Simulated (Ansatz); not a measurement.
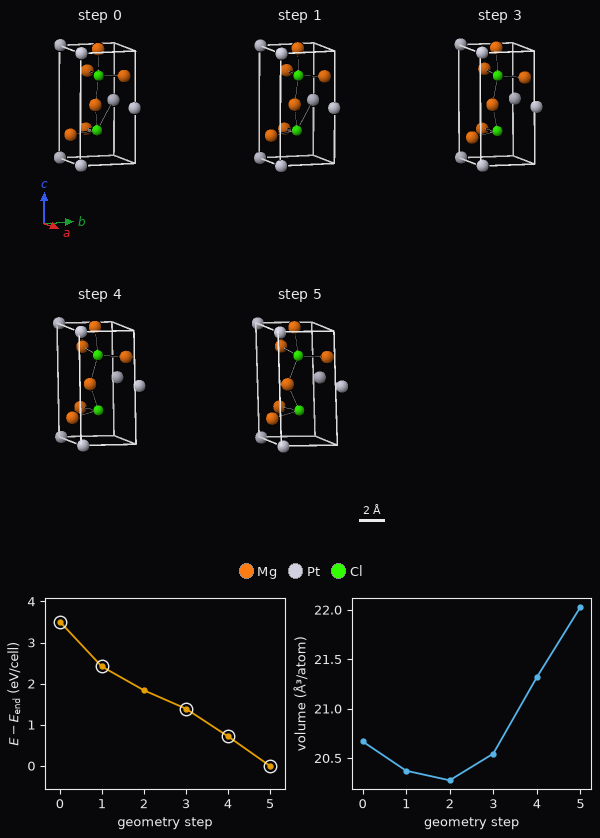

Frames of a relaxation of a crystal of Mg3PtCl (a generated structure, set up in P1) (coarse preliminary run), marked on the history of the run. A ball-and-stick model of the cell of the calculation, seen slightly off an axis.

These are results of DFT PBE, scalar-relativistic, plane waves, PAW (Ansatz), not measurements. (plane-wave cutoff 420 eV; k-point mesh 6 × 6 × 4; occupations gaussian; smearing width 0.2 eV; no spin polarisation; cell and atoms relaxed; force threshold 0.025 eV/Å; at most 60 steps)

Question: Describe the path.

Answer: The run was cut off at its time limit before the relaxation converged, so the last structure is only a point on the way. The energy falls by 3.511 eV per cell of the calculation in 5 geometry steps. The largest force component goes from 5.3 to 0.76 eV/Å. The pressure goes from 2.41 to 1.88 GPa. The atom that moves furthest relative to the cell is a Pt atom (0.68 Å roughly along +b). By element the largest moves are Pt 0.68 Å, Mg 0.59 Å, Cl 0.18 Å. The volume changes by +6.6 %, with a 4.671 → 4.829 Å (+3.4 %), b 4.779 → 4.870 Å (+1.9 %), c 9.260 → 9.396 Å (+1.5 %), α 90.7° → 94.1°, β 89.5° → 91.0°, γ 89.6° → 88.8°. Among the contacts that change: Mg–Pt 3.264 → 2.576 Å, Mg–Pt 3.239 → 2.569 Å, Mg–Mg 3.266 → 2.654 Å, Mg–Pt 3.273 → 2.726 Å. Bond angles that change, for instance: Cl–Mg–Cl 164.9° → 131.7°, Cl–Mg–Cl 168.2° → 141.7°, Mg–Cl–Mg 168.2° → 141.7°. The space group stays P1 (No. 1). Cost: 5.3 min on 1 thread of AMD EPYC 9R14 (Zen 4), with other jobs on the host, peak memory 0.95 GiB. From step 0 to 1: a Mg atom moves most (0.19 Å), volume −1.4 %, energy −1.092 eV per cell of the calculation. From step 1 to 3: a Pt atom moves most (0.38 Å), volume +0.8 %, energy −1.026 eV per cell of the calculation. From step 3 to 4: a Pt atom moves most (0.20 Å), volume +3.8 %, energy −0.672 eV per cell of the calculation. From step 4 to 5: a Mg atom moves most (0.20 Å), volume +3.3 %, energy −0.720 eV per cell of the calculation.
